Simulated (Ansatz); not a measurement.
# doublet CHFGaN+: levels of theory compared

We compute a comparison of 6 runs (UB2PLYP/cc-pVDZ, UBHLYP/cc-pVDZ, UPBE-QIDH/cc-pVDZ, UPBE/cc-pVDZ, UMP2/cc-pVDZ, UCCSD(T)/cc-pVDZ) of doublet CHFGaN+. 

Program for the calculation: Ansatz 0.2.0.

126 further runs of the same task are left out: 126 set aside as unsound or not needed.

**1. The system as given**

CHFGaN+ has 5 atoms, charge +1, and is taken as a doublet. As SMILES of the parent species, `N#[C][GaH][F]`. The shape is that of a PBE0-D4/def2-TZVP optimisation. That shape belongs to the parent species and isn't relaxed for this state.

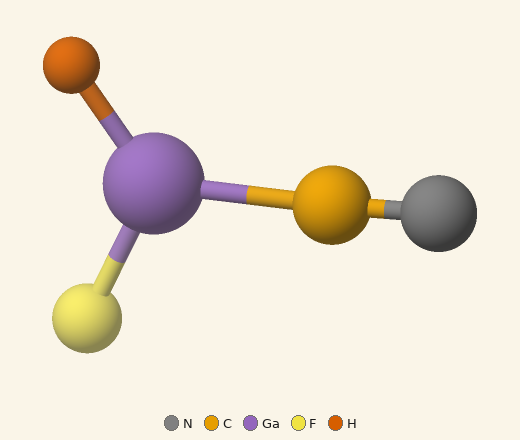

Viewed from a chosen angle; nitrogen grey, carbon amber, gallium purple, fluorine yellow, hydrogen orange.

**2. The energy at UB2PLYP/cc-pVDZ (run 1)**

File run.yaml:

```yaml
crystal:
  periodic: [false, false, false]
  atoms:
    - {symbol: N, position_ang: [1.214000, -1.657200, 1.266000]}
    - {symbol: C, position_ang: [0.641000, -0.864700, 0.656300]}
    - {symbol: Ga, position_ang: [-0.259700, 0.519000, -0.345500]}
    - {symbol: F, position_ang: [-1.724700, -0.053500, -1.092600]}
    - {symbol: H, position_ang: [0.179200, 1.982700, -0.525600]}
basis:
  gaussian:
    orbitals: cc-pVDZ
output: {orbitals: {seedname: orbitals}}
total_charge: 1
magnetization:
  spin_polarized: true
  initial_magnetization: 1
hamiltonian:
  xc: {name: B2PLYP}
accuracy: high
correlation:
  frozen_orbitals: {C: 1, F: 1, Ga: 9, H: 0, "N": 1}
```

Started as:

```sh
$ ansatz run run.yaml --threads 1 --pin off --max-ram 3480MiB --events-out events.jsonl --progress --plain --runs-dir runs
```

Output:

```text
Warning: RAYON_NUM_THREADS=1 ignored (pool sized by the plan → 1); use --threads N
Functional definition: B2PLYP
  name "B2PLYP"
  parameter a = 0.53
  parameter c = 0.27
  exchange = (1 - a)*b88_x + a*exact_x
  correlation = (1 - c)*lyp_c + c*(mp2_os + mp2_ss)
1569 factors; integrals over basis functions are off by at most 4.4e-9 eV
mean field evaluation 1: about -57591.5998 eV, gradient 5.4e1 eV
mean field evaluation 2: about -57591.7393 eV, gradient 5.4e1 eV
mean field evaluation 4: about -57604.2379 eV, gradient 9.0e0 eV
mean field evaluation 8: about -57604.8227 eV, gradient 1.1e0 eV
mean field evaluation 16: about -57605.2223 eV, gradient 4.4e-1 eV
mean field evaluation 32: about -57605.2232 eV, gradient 1.2e0 eV
mean field evaluation 64: about -57596.2663 eV, gradient 3.9e1 eV
mean field evaluation 96: about -57597.9978 eV, gradient 7.4e0 eV
mean field -57605.23677910 eV, -2116.9534054001 hartree, gradient 2.9e-8 eV, S^2 0.766084; 8 other end points of the search recorded, 0 dependent functions left out
12 core orbitals not correlated: weight in the atoms' cores, before any rotation towards them, 1.000 or more for the frozen orbitals, at most 0.000 for the correlated occupied ones
reference -57605.23680215 eV, -2116.9534062472 hartree; 15, 14 occupied and 47, 48 virtual orbitals, 1569 factors
second order -16.91636980 eV of doubles, -0.00000000 eV of singles
Total energy: -57609.80422200 eV, -2117.1212558306 hartree
```

Run time: 32 s. Hardware: 1 thread of Arm Neoverse V2, shared host; peak memory 0.46 GiB.

**3. A single-point energy at UBHLYP/cc-pVDZ (run 2)**

File input.yaml:

```yaml
crystal:
  periodic: [false, false, false]
  atoms:
    - symbol: "N"
      position_ang: [1.214000, -1.657200, 1.266000]
    - symbol: C
      position_ang: [0.641000, -0.864700, 0.656300]
    - symbol: Ga
      position_ang: [-0.259700, 0.519000, -0.345500]
    - symbol: F
      position_ang: [-1.724700, -0.053500, -1.092600]
    - symbol: H
      position_ang: [0.179200, 1.982700, -0.525600]
basis:
  gaussian: {orbitals: cc-pVDZ}
total_charge: 1
magnetization: {spin_polarized: true, initial_magnetization: 1}
hamiltonian: {xc: {name: BHLYP}}
accuracy: high
output: {orbitals: {seedname: orbitals}}
```

Started as:

```sh
$ ansatz run input.yaml --threads 1 --pin off --max-ram 3480MiB --events-out events.jsonl --progress --plain --runs-dir runs
```

Output:

```text
Warning: RAYON_NUM_THREADS=1 ignored (pool sized by the plan → 1); use --threads N
Functional definition: BHLYP
  name "BHLYP"
  parameter a = 0.5
[... 1 set-up line as earlier in the session ...]
  correlation = lyp_c
1569 factors; integrals over basis functions are off by at most 4.4e-9 eV
mean field evaluation 1: about -57608.0782 eV, gradient 5.5e1 eV
mean field evaluation 2: about -57558.5392 eV, gradient 1.2e2 eV
mean field evaluation 4: about -57621.1647 eV, gradient 1.1e1 eV
mean field evaluation 8: about -57621.7981 eV, gradient 9.7e-1 eV
mean field evaluation 16: about -57622.1542 eV, gradient 6.4e-2 eV
mean field evaluation 32: about -57622.1393 eV, gradient 1.2e0 eV
mean field -57622.15434331 eV, -2117.5751144177 hartree, gradient 1.9e-8 eV, S^2 0.770341; 6 other end points of the search recorded, 0 dependent functions left out
reference -57622.15436790 eV, -2117.5751153213 hartree; 27, 26 occupied and 47, 48 virtual orbitals, 1569 factors
Total energy: -57622.15436790 eV, -2117.5751153213 hartree
```

Wall time 19 s (1 thread of Arm Neoverse V2, shared host); peak memory 0.33 GiB.

Runs 3 to 5 aren't shown in full; the table further down has their settings and results.

**4. A single-point energy at UCCSD(T)/cc-pVDZ (run 6)**

File molecule.yaml:

```yaml
basis:
  gaussian:
    orbitals: cc-pVDZ
crystal:
  periodic: [false, false, false]
  atoms:
    - symbol: "N"
      position_ang: [1.214000, -1.657200, 1.266000]
    - symbol: C
      position_ang: [0.641000, -0.864700, 0.656300]
    - symbol: Ga
      position_ang: [-0.259700, 0.519000, -0.345500]
    - symbol: F
      position_ang: [-1.724700, -0.053500, -1.092600]
    - symbol: H
      position_ang: [0.179200, 1.982700, -0.525600]
total_charge: 1
magnetization:
  spin_polarized: true
  initial_magnetization: 1
correlation:
  method: ccsd_t
  frozen_orbitals: {C: 1, F: 1, Ga: 9, H: 0, "N": 1}
accuracy: high
scf:
  omitted_lower_state_checks: [cluster_reference, increment]
```

Started as:

```sh
$ ansatz run molecule.yaml --threads 1 --pin off --max-ram 3480MiB --events-out events.jsonl --progress --plain --runs-dir runs
```

Output:

```text
Warning: RAYON_NUM_THREADS=1 ignored (pool sized by the plan → 1); use --threads N
[... 19 lines left out ...]
12 core orbitals not correlated: weight in the atoms' cores, before any rotation towards them, 1.000 or more for the frozen orbitals, at most 0.000 for the correlated occupied ones
[... 74 lines left out ...]
Total energy: -57571.34731393 eV, -2115.7079905262 hartree
Checks for a lower state left out: cluster_reference, increment
```

It took 1.8 min on 1 thread of Arm Neoverse V2, shared host; peak memory 0.56 GiB.

**5. All runs side by side**

| run | level | frozen core orbitals | energy (Eh) | HOMO energy (eV) | LUMO energy (eV) | ⟨S²⟩ | wall time |
| --- | --- | --- | --- | --- | --- | --- | --- |
| 1 | UB2PLYP/cc-pVDZ | 12 | -2117.121256 | -17.25 | -13.50 | 0.766 | 32 s |
| 2 | UBHLYP/cc-pVDZ | – | -2117.575115 | -17.37 | -13.92 | 0.770 | 19 s |
| 3 | UPBE-QIDH/cc-pVDZ | 12 | -2116.759721 | -18.16 | -12.63 | 0.754 | 31 s |
| 4 | UPBE/cc-pVDZ | – | -2117.222748 | -15.49 | -14.98 | 0.755 | 12 s |
| 5 | UMP2/cc-pVDZ | 12 | -2115.660067 | – | – | 0.759 | 20 s |
| 6 | UCCSD(T)/cc-pVDZ | 12 | -2115.707991 | – | – | 0.759 | 1.8 min |

**6. Outcome**

| quantity | value |
| --- | --- |
| run 6: total energy | -2115.70799 Eh |
| run 6: correlation energy (12 core orbitals frozen) | -527.3 mEh |
| run 6: (T) correction | -15.25 mEh |
| run 6: ⟨S²⟩ of the reference determinant | 0.759 |
| run 6: T1 diagnostic | 0.029 |

**Reading.** Totals of different functionals can't be ranked against each other. All runs together took 3.7 min, the longest 1.8 min.
